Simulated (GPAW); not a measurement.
## Geometry relaxation, with input and output: BF$_{3}$ (part 2 of 5)

BF$_{3}$; PBE/real-space grid, dispersion D3(0), scalar-relativistic datasets (GPAW 26.7.0). The geometry comes from this level: GFN2-xTB.

Geometry of the input (Å):
```
F  0.5395  0.2090  1.1643
B  -0.0005  0.0000  0.0003
F  -0.2628  -1.2132  -0.3865
F  -0.2762  1.0042  -0.7782
```

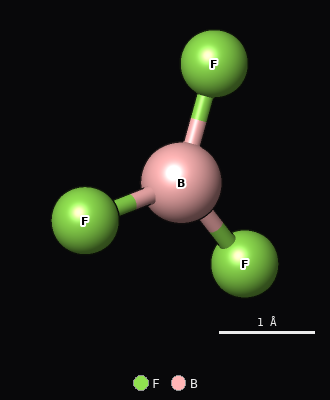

Figure 1. The input geometry (ball-and-stick view, seen at an oblique angle).

### Log, continued
```
Force computation time: 0.009  # s
       .---------------------.
      /|                     |
     / |                     |
    /  |                     |
   /   |                     |
  /    |                     |
 *     |                     |
 |     |        F            |
 |     |                     |
 |     |       B             |
 |     |       F             |
 |     |                     |
 |     .---------------------.
 |    /                     /
 |   /                     /
 |  /                     /
 | /                     /
 |/                     /
 *---------------------*

Atoms  # Å, Bohr magnetons
|   | symbol |        x |        y |        z |    initial magnetic moments |
|---|--------|----------|----------|----------|-----------------------------|
| 0 |      F | 4.589725 | 5.534903 | 6.120714 | ( 0.0000,  0.0000,  0.0000) |
| 1 |      B | 4.293455 | 5.175731 | 4.754805 | ( 0.0000,  0.0000,  0.0000) |
| 2 |      F | 4.631119 | 3.863998 | 4.820240 | ( 0.0000,  0.0000,  0.0000) |
| 3 |      F | 4.225791 | 6.099103 | 3.767615 | ( 0.0000,  0.0000,  0.0000) |

Unit cell  # Å
| periodic |        x |         y |        z |   lengths |    angles |
|----------|----------|-----------|----------|-----------|-----------|
|       no | 8.815690 |  0.000000 | 0.000000 |  8.815690 | 90.000000 |
|       no | 0.000000 | 10.217480 | 0.000000 | 10.217480 | 90.000000 |
|       no | 0.000000 |  0.000000 | 9.942490 |  9.942490 | 90.000000 |

Initialization done in: 0.117 s

convergence criteria:
- Maximum [total energy] change in last 3 cyles: 0.0005 eV / valence electron
- Maximum integral of absolute [dens]ity change: 0.0001 electrons / valence electron
- Maximum integral of absolute [eigenst]ate change: 4e-08 eV^2 / valence electron
maximum number of iterations: 100

SCF iterations
|iter     |     time |      energy | eigst |  dens |
|---------|----------|-------------|-------|-------|
|iter:   1| 00:00:06 |  -19.563866 | +1.40 |       |
|iter:   2| 00:00:06 |  -18.921143 | +0.19 | -0.84 |
|iter:   3| 00:00:07 |  -16.204514 | +0.47 | -0.90 |
|iter:   4| 00:00:07 |  -16.794569 | -0.13 | -1.37 |
|iter:   5| 00:00:07 |  -17.319577 | -1.29 | -1.69 |
|iter:   6| 00:00:07 |  -17.574887 | -1.94 | -2.09 |
|iter:   7| 00:00:07 |  -17.607547 | -2.77 | -2.74 |
|iter:   8| 00:00:08 |  -17.637456 | -3.46 | -3.04 |
|iter:   9| 00:00:08 |  -17.638606 | -4.10 | -3.58 |
|iter:  10| 00:00:08 |  -17.639411c| -4.74 | -3.90 |
|iter:  11| 00:00:08 |  -17.639799c| -5.27 | -4.19c|
|iter:  12| 00:00:08 |  -17.639644c| -5.86 | -4.70c|
|iter:  13| 00:00:09 |  -17.639556c| -6.51 | -5.16c|
|iter:  14| 00:00:09 |  -17.639564c| -7.04 | -5.50c|
|iter:  15| 00:00:09 |  -17.639562c| -7.63c| -5.98c|

Converged in 15 steps
SCF loop duration: 2.971 s (0.198 s/step)
Energy contributions relative to reference atoms: (reference = -8811.731923)

Energy contributions:
  Kinetic:          41.840529
  Coulomb:         -40.042008
  Zero:              0.673951
  External:          0.000000
  Xc:              -20.112033
  Entropy:           0.000000
  Spinorbit:         0.000000
  ----------------------------
  Free energy:     -17.639562
  Extrapolated:    -17.639562

dipole moment: (-0.188720, 0.000427, -0.241690)  # |e|*Ang

Fermi level: -5.433
Eigenvalues  # (at kpt = [0.000, 0.000, 0.000])
| band index |      eig [eV] | occ [0-2] |
|------------|---------------|-----------|
|          0 |       -32.038 |     2.000 |
|        ... |               |           |
|          4 |       -13.962 |     2.000 |
|          5 |       -13.321 |     2.000 |
|          6 |       -12.917 |     2.000 |
|          7 |       -11.737 |     2.000 |
|          8 |       -11.042 |     2.000 |
|          9 |       -10.651 |     2.000 |
|         10 |       -10.102 |     2.000 |
|         11 |        -8.378 |     2.000 |
|         12 |        -2.488 |     0.000 |
|         13 |        -0.244 |     0.000 |
|         14 |         1.093 |     0.000 |
|         15 |         1.271 |     0.000 |

Gap: 5.889 eV
Transition (v -> c):
  (s=0, k=0, n=11, [0.00, 0.00, 0.00]) -> (s=0, k=0, n=12, [0.00, 0.00, 0.00])
No difference between direct/indirect transitions
vacuum-level: 0.000  # V

Forces  # eV/Ang
|         x |        y |         z |
|-----------|----------|-----------|
|  28.45487 |  1.58647 | -15.63814 |  # F    0
|   3.82959 | -0.82953 |   3.13147 |  # B    1
|  22.48825 | 29.16150 | -14.80235 |  # F    2
| -32.35013 | -7.81150 |  30.67808 |  # F    3

Force computation time: 0.009  # s
       .---------------------.
      /|                     |
     / |                     |
    /  |                     |
   /   |                     |
  /    |                     |
 *     |                     |
 |     |        F            |
 |     |                     |
 |     |       B             |
 |     |      FF             |
 |     |                     |
 |     .---------------------.
 |    /                     /
 |   /                     /
 |  /                     /
 | /                     /
 |/                     /
 *---------------------*

Atoms  # Å, Bohr magnetons
|   | symbol |        x |        y |        z |    initial magnetic moments |
|---|--------|----------|----------|----------|-----------------------------|
| 0 |      F | 4.752266 | 5.339106 | 6.107480 | ( 0.0000,  0.0000,  0.0000) |
| 1 |      B | 4.293645 | 5.192220 | 4.790523 | ( 0.0000,  0.0000,  0.0000) |
| 2 |      F | 4.256940 | 3.954095 | 4.559048 | ( 0.0000,  0.0000,  0.0000) |
| 3 |      F | 4.079931 | 6.287999 | 3.802834 | ( 0.0000,  0.0000,  0.0000) |

Unit cell  # Å
| periodic |        x |         y |        z |   lengths |    angles |
|----------|----------|-----------|----------|-----------|-----------|
|       no | 8.815690 |  0.000000 | 0.000000 |  8.815690 | 90.000000 |
|       no | 0.000000 | 10.217480 | 0.000000 | 10.217480 | 90.000000 |
|       no | 0.000000 |  0.000000 | 9.942490 |  9.942490 | 90.000000 |

Initialization done in: 0.117 s

convergence criteria:
- Maximum [total energy] change in last 3 cyles: 0.0005 eV / valence electron
- Maximum integral of absolute [dens]ity change: 0.0001 electrons / valence electron
- Maximum integral of absolute [eigenst]ate change: 4e-08 eV^2 / valence electron
maximum number of iterations: 100

SCF iterations
|iter     |     time |      energy | eigst |  dens |
|---------|----------|-------------|-------|-------|
|iter:   1| 00:00:09 |  -40.613418 | +1.33 |       |
|iter:   2| 00:00:09 |  -38.586539 | +0.21 | -0.87 |
|iter:   3| 00:00:10 |  -32.419638 | +0.32 | -0.96 |
|iter:   4| 00:00:10 |  -29.395683 | +0.00 | -1.30 |
|iter:   5| 00:00:10 |  -27.806305 | -1.14 | -1.55 |
|iter:   6| 00:00:10 |  -26.144413 | -1.80 | -1.87 |
|iter:   7| 00:00:10 |  -26.026579 | -2.51 | -2.48 |
|iter:   8| 00:00:11 |  -25.973485 | -3.14 | -2.86 |
|iter:   9| 00:00:11 |  -25.933652 | -4.05 | -3.27 |
|iter:  10| 00:00:11 |  -25.938372 | -4.72 | -3.84 |
|iter:  11| 00:00:11 |  -25.937959c| -5.45 | -4.26c|
|iter:  12| 00:00:11 |  -25.937702c| -6.03 | -4.74c|
|iter:  13| 00:00:12 |  -25.937826c| -6.65 | -5.20c|
|iter:  14| 00:00:12 |  -25.937822c| -7.26 | -5.60c|
|iter:  15| 00:00:12 |  -25.937870c| -7.42c| -5.87c|

Converged in 15 steps
SCF loop duration: 2.903 s (0.194 s/step)
Energy contributions relative to reference atoms: (reference = -8811.731923)

Energy contributions:
  Kinetic:          12.324253
  Coulomb:         -22.945255
  Zero:              5.601855
  External:          0.000000
  Xc:              -20.918724
  Entropy:           0.000000
  Spinorbit:         0.000000
  ----------------------------
  Free energy:     -25.937870
  Extrapolated:    -25.937870

dipole moment: (-0.061879, -0.122609, -0.049800)  # |e|*Ang

Fermi level: -5.695
Eigenvalues  # (at kpt = [0.000, 0.000, 0.000])
| band index |      eig [eV] | occ [0-2] |
|------------|---------------|-----------|
|          0 |       -32.722 |     2.000 |
|        ... |               |           |
|          4 |       -13.787 |     2.000 |
|          5 |       -13.638 |     2.000 |
|          6 |       -12.783 |     2.000 |
|          7 |       -11.366 |     2.000 |
|          8 |       -10.677 |     2.000 |
|          9 |       -10.575 |     2.000 |
|         10 |       -10.343 |     2.000 |
|         11 |        -9.836 |     2.000 |
|         12 |        -1.555 |     0.000 |
|         13 |        -0.873 |     0.000 |
|         14 |         1.125 |     0.000 |
|         15 |         1.274 |     0.000 |

Gap: 8.281 eV
Transition (v -> c):
  (s=0, k=0, n=11, [0.00, 0.00, 0.00]) -> (s=0, k=0, n=12, [0.00, 0.00, 0.00])
No difference between direct/indirect transitions
vacuum-level: 0.000  # V

Forces  # eV/Ang
|         x |         y |         z |
|-----------|-----------|-----------|
| -30.94338 |  29.59117 | -10.90105 |  # F    0
|   1.41308 |   3.22080 |   0.59983 |  # B    1
| -12.64807 | -10.22969 |   0.25117 |  # F    2
|  26.56067 | -16.38846 |  30.91279 |  # F    3

Force computation time: 0.009  # s
GPMin:    1 00:00:12      -25.948528       44.180429
       .---------------------.
      /|                     |
     / |                     |
    /  |                     |
   /   |                     |
  /    |                     |
 *     |                     |
 |     |        F            |
 |     |                     |
 |     |       B             |
 |     |      FF             |
 |     |                     |
 |     .---------------------.
 |    /                     /
 |   /                     /
 |  /                     /
 | /                     /
 |/                     /
 *---------------------*

Atoms  # Å, Bohr magnetons
|   | symbol |        x |        y |        z |    initial magnetic moments |
|---|--------|----------|----------|----------|-----------------------------|
| 0 |      F | 4.581895 | 5.376220 | 6.142968 | ( 0.0000,  0.0000,  0.0000) |
| 1 |      B | 4.314376 | 5.208525 | 4.820900 | ( 0.0000,  0.0000,  0.0000) |
| 2 |      F | 4.131954 | 3.895249 | 4.538405 | ( 0.0000,  0.0000,  0.0000) |
| 3 |      F | 4.242015 | 6.328627 | 3.887373 | ( 0.0000,  0.0000,  0.0000) |

Unit cell  # Å
| periodic |        x |         y |        z |   lengths |    angles |
|----------|----------|-----------|----------|-----------|-----------|
|       no | 8.815690 |  0.000000 | 0.000000 |  8.815690 | 90.000000 |
|       no | 0.000000 | 10.217480 | 0.000000 | 10.217480 | 90.000000 |
|       no | 0.000000 |  0.000000 | 9.942490 |  9.942490 | 90.000000 |

Initialization done in: 0.124 s

convergence criteria:
- Maximum [total energy] change in last 3 cyles: 0.0005 eV / valence electron
- Maximum integral of absolute [dens]ity change: 0.0001 electrons / valence electron
- Maximum integral of absolute [eigenst]ate change: 4e-08 eV^2 / valence electron
maximum number of iterations: 100

SCF iterations
|iter     |     time |      energy | eigst |  dens |
|---------|----------|-------------|-------|-------|
|iter:   1| 00:00:12 |  -17.314091 | +1.09 |       |
|iter:   2| 00:00:12 |  -17.101394 | -0.14 | -0.97 |
|iter:   3| 00:00:13 |  -17.752011 | +0.16 | -1.04 |
|iter:   4| 00:00:13 |  -20.865394 | -0.53 | -1.35 |
|iter:   5| 00:00:13 |  -23.980153 | -1.33 | -1.63 |
|iter:   6| 00:00:13 |  -24.608478 | -2.05 | -2.22 |
|iter:   7| 00:00:13 |  -24.764183 | -2.79 | -2.73 |
|iter:   8| 00:00:14 |  -24.795814 | -3.54 | -3.08 |
|iter:   9| 00:00:14 |  -24.835136 | -4.22 | -3.39 |
|iter:  10| 00:00:14 |  -24.832223 | -4.98 | -3.96 |
|iter:  11| 00:00:14 |  -24.832458c| -5.65 | -4.32c|
|iter:  12| 00:00:14 |  -24.831766c| -6.22 | -4.90c|
|iter:  13| 00:00:15 |  -24.831592c| -6.82 | -5.32c|
|iter:  14| 00:00:15 |  -24.831569c| -7.43c| -5.72c|

Converged in 14 steps
SCF loop duration: 2.744 s (0.196 s/step)
Energy contributions relative to reference atoms: (reference = -8811.731923)

Energy contributions:
  Kinetic:          12.151920
  Coulomb:         -21.560898
  Zero:              4.747129
  External:          0.000000
  Xc:              -20.169721
  Entropy:           0.000000
  Spinorbit:         0.000000
  ----------------------------
  Free energy:     -24.831569
  Extrapolated:    -24.831569

dipole moment: (-0.001085, -0.010415, 0.022064)  # |e|*Ang

Fermi level: -5.560
Eigenvalues  # (at kpt = [0.000, 0.000, 0.000])
| band index |      eig [eV] | occ [0-2] |
|------------|---------------|-----------|
|          0 |       -31.326 |     2.000 |
|        ... |               |           |
|          4 |       -13.823 |     2.000 |
|          5 |       -13.579 |     2.000 |
|          6 |       -12.661 |     2.000 |
|          7 |       -11.548 |     2.000 |
|          8 |       -11.087 |     2.000 |
|          9 |       -10.786 |     2.000 |
|         10 |       -10.158 |     2.000 |
|         11 |        -9.795 |     2.000 |
|         12 |        -1.325 |     0.000 |
|         13 |        -1.093 |     0.000 |
|         14 |         1.156 |     0.000 |
|         15 |         1.255 |     0.000 |

Gap: 8.470 eV
Transition (v -> c):
  (s=0, k=0, n=11, [0.00, 0.00, 0.00]) -> (s=0, k=0, n=12, [0.00, 0.00, 0.00])
No difference between direct/indirect transitions
vacuum-level: 0.000  # V

Forces  # eV/Ang
|         x |         y |         z |
|-----------|-----------|-----------|
|  26.41628 |  -4.30571 | -29.75765 |  # F    0
|   0.28096 |  -0.31552 |  -0.75780 |  # B    1
|   0.21590 |  35.27588 | -17.15127 |  # F    2
| -21.73143 | -40.92848 |  -1.56091 |  # F    3

Force computation time: 0.009  # s
       .---------------------.
      /|                     |
     / |                     |
    /  |                     |
   /   |                     |
  /    |                     |
 *     |                     |
 |     |                     |
 |     |        F            |
 |     |       B             |
 |     |      FF             |
 |     |                     |
 |     .---------------------.
 |    /                     /
 |   /                     /
 |  /                     /
 | /                     /
 |/                     /
 *---------------------*

Atoms  # Å, Bohr magnetons
|   | symbol |        x |        y |        z |    initial magnetic moments |
|---|--------|----------|----------|----------|-----------------------------|
| 0 |      F | 4.577677 | 5.301450 | 6.069611 | ( 0.0000,  0.0000,  0.0000) |
| 1 |      B | 4.344215 | 5.212921 | 4.855338 | ( 0.0000,  0.0000,  0.0000) |
| 2 |      F | 4.080707 | 4.057723 | 4.461156 | ( 0.0000,  0.0000,  0.0000) |
| 3 |      F | 4.285711 | 6.155122 | 3.831357 | ( 0.0000,  0.0000,  0.0000) |

Unit cell  # Å
| periodic |        x |         y |        z |   lengths |    angles |
|----------|----------|-----------|----------|-----------|-----------|
|       no | 8.815690 |  0.000000 | 0.000000 |  8.815690 | 90.000000 |
|       no | 0.000000 | 10.217480 | 0.000000 | 10.217480 | 90.000000 |
|       no | 0.000000 |  0.000000 | 9.942490 |  9.942490 | 90.000000 |

Initialization done in: 0.116 s

convergence criteria:
- Maximum [total energy] change in last 3 cyles: 0.0005 eV / valence electron
- Maximum integral of absolute [dens]ity change: 0.0001 electrons / valence electron
- Maximum integral of absolute [eigenst]ate change: 4e-08 eV^2 / valence electron
maximum number of iterations: 100

SCF iterations
|iter     |     time |      energy | eigst |  dens |
|---------|----------|-------------|-------|-------|
|iter:   1| 00:00:15 |    8.389896 | +0.98 |       |
|iter:   2| 00:00:15 |    6.915340 | -0.31 | -1.13 |
|iter:   3| 00:00:16 |   -4.077884 | -0.08 | -1.17 |
|iter:   4| 00:00:16 |  -16.179769 | -1.13 | -1.41 |
|iter:   5| 00:00:16 |  -23.137192 | -1.50 | -1.85 |
|iter:   6| 00:00:16 |  -23.923857 | -2.50 | -2.42 |
|iter:   7| 00:00:16 |  -24.031008 | -3.21 | -2.69 |
|iter:   8| 00:00:17 |  -24.045866 | -4.09 | -3.38 |
|iter:   9| 00:00:17 |  -24.032537 | -4.71 | -3.77 |
|iter:  10| 00:00:17 |  -24.033195 | -5.49 | -4.33c|
|iter:  11| 00:00:17 |  -24.034056c| -6.10 | -4.77c|
|iter:  12| 00:00:17 |  -24.034068c| -6.82 | -5.17c|
|iter:  13| 00:00:18 |  -24.033594c| -7.41c| -5.52c|

Converged in 13 steps
SCF loop duration: 2.553 s (0.196 s/step)
Energy contributions relative to reference atoms: (reference = -8811.731923)
```
